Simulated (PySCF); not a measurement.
# C12H10O2Se: the cost of one run

Programs: PySCF 2.14.0, with density-fitted response routines of our own. Each step states its level of theory. These are calculated values for one molecule in the gas phase, unless marked as measured. Atoms are numbered from 0 throughout.

**1. The starting structure**

25 atoms, charge 0, multiplicity 1; geometry from: GFN2-xTB.

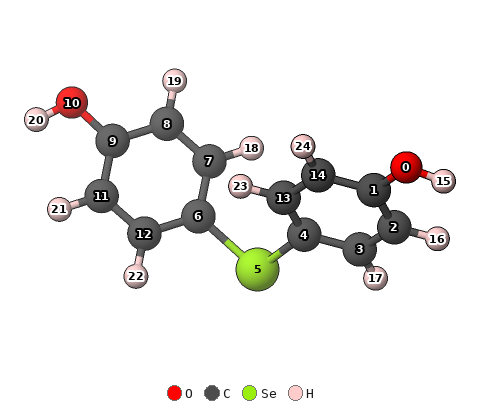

As it starts; oxygen red, carbon dark grey, selenium green, hydrogen pink, atoms numbered; sticks join atoms by distance.

**2. Relaxing the molecule at PBE0-D3(BJ)/def2-SVP**

The job: settings as JSON, then the geometry in Å.

```
{"job": {"xc": "PBE0", "basis": "def2-SVP", "d3": "d3bj", "grid": 1, "kind": "geom"}, "charge": 0, "multiplicity": 1}
O      4.708590    -0.060110     2.137670
C      3.659080    -0.099250     1.273630
C      3.819900     0.085410    -0.094950
C      2.724850     0.033140    -0.935180
C      1.459240    -0.204880    -0.416240
Se    -0.011870    -0.348740    -1.647130
C     -1.480710     0.039110    -0.461890
C     -1.502260     1.221830     0.267490
C     -2.567520     1.503140     1.095620
C     -3.634260     0.611050     1.189560
O     -4.665090     0.929570     2.014170
C     -3.615890    -0.563900     0.446910
C     -2.541630    -0.848780    -0.375340
C      1.295870    -0.394760     0.949400
C      2.387630    -0.334290     1.790090
H      5.526390     0.102500     1.652100
H      4.805250     0.271780    -0.501960
H      2.850280     0.176330    -1.999500
H     -0.678480     1.916780     0.189850
H     -2.600870     2.412860     1.674000
H     -5.337350     0.237870     1.984060
H     -4.443570    -1.257630     0.516970
H     -2.525100    -1.763970    -0.949290
H      0.313910    -0.587360     1.356800
H      2.278000    -0.476490     2.853540
```

Q: Estimate the wall time of this first job on 8 threads of Intel Xeon at 2.50GHz (Skylake/Cascade Lake), shared host.

About 26 min.
